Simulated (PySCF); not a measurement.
**C4H9N3Si (SMILES C[SiH](C)n1nccn1): density, localisation and related maps**

```yaml
atoms:
  - { symbol: C, position_ang: [-1.6016, -1.5413, 0.5664] }
  - { symbol: Si, position_ang: [-1.0106, 0.2586, 0.4863] }
  - { symbol: C, position_ang: [-1.7005, 1.1607, -1.0346] }
  - { symbol: N, position_ang: [0.7513, 0.1795, 0.2892] }
  - { symbol: N, position_ang: [1.3294, -0.5829, -0.6218] }
  - { symbol: C, position_ang: [2.6236, -0.3631, -0.4927] }
  - { symbol: C, position_ang: [2.7987, 0.5693, 0.5402] }
  - { symbol: N, position_ang: [1.6057, 0.8865, 1.0054] }
  - { symbol: H, position_ang: [-1.2496, -2.0977, -0.2986] }
  - { symbol: H, position_ang: [-1.2232, -2.0418, 1.4534] }
  - { symbol: H, position_ang: [-2.6849, -1.6050, 0.5878] }
  - { symbol: H, position_ang: [-1.1656, 1.0104, 1.7316] }
  - { symbol: H, position_ang: [-1.3182, 2.1754, -1.0997] }
  - { symbol: H, position_ang: [-2.7839, 1.2181, -1.0032] }
  - { symbol: H, position_ang: [-1.4222, 0.6438, -1.9498] }
  - { symbol: H, position_ang: [3.3486, -0.8534, -1.1091] }
  - { symbol: H, position_ang: [3.6960, 0.9948, 0.9394] }
```

Geometry: GFN2-xTB.

Computed with CAM-B3LYP/def2-SVPD, SCF density, gas phase in PySCF.

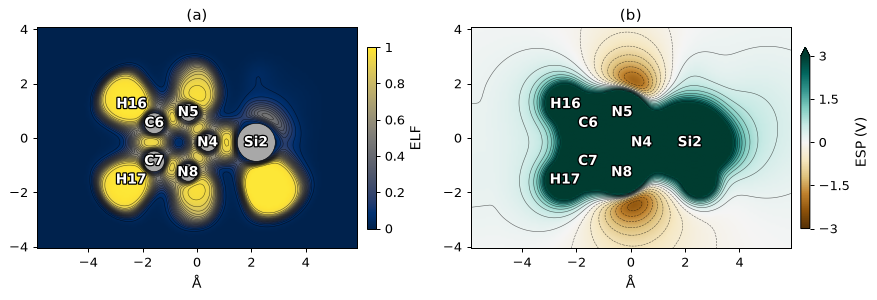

Figure 1. (a) electron localisation function; (b) electrostatic potential on the plane of atoms Si2, N4 and N5. Grey discs cover the atomic cores in the ELF map.

> What do the fields say about this system?

- Atoms in the plane: Si, N, C and H.
- C–N (1.32 Å): the ELF peaks at about 0.95 between the atoms; a covalent bond.
- N–N (1.32 Å): the ELF peaks at about 0.90 between the atoms (localised, covalent bonding).
- C–C (1.40 Å): the ELF peaks at about 0.95 between the atoms: a covalent bond.
- Si–N (1.77 Å): the ELF peaks at about 0.95 between the atoms (a shared but strongly polarised pair).
- C–H (1.07 Å): the ELF climbs to about 1 towards the hydrogen, as it does in any bond to H (a covalent bond by its length).
- The ELF also peaks beside N8 and N5, away from the bonds: lone-pair regions.
- Outside the dense part of the molecule the potential is most negative (−2.3 V) near N8.

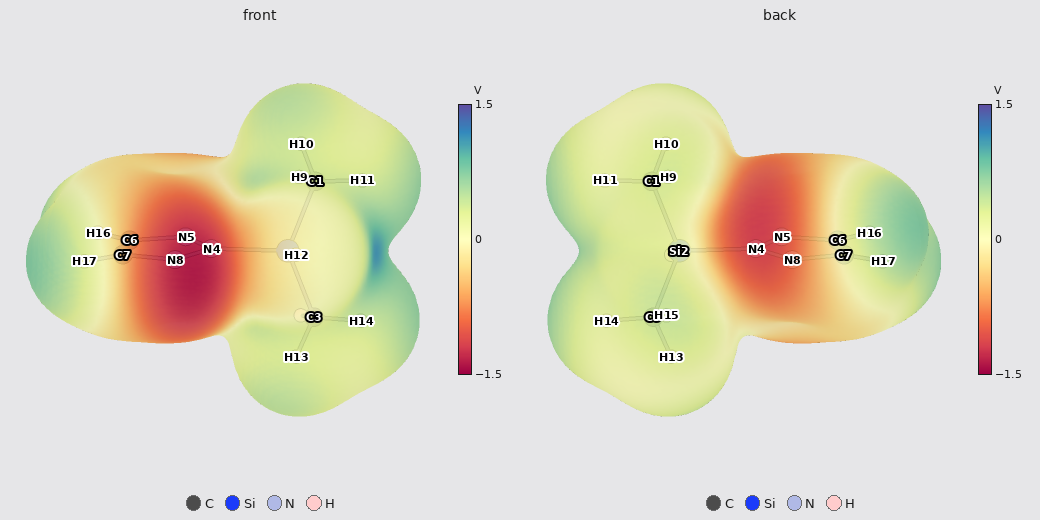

Figure 2. The electrostatic potential painted on the density surface at 0.001 e/bohr³, seen from the front and from behind; the colour scale runs from red (negative) to blue (positive).

> Describe the electrostatic potential map.

The most negative region (about −1.4 V) lies over N8, the most positive (about +1.0 V) over Si2. N8 is the likeliest acceptor of a hydrogen bond.

> How polar is the molecule by this calculation?

Its dipole moment is 0.86 D.
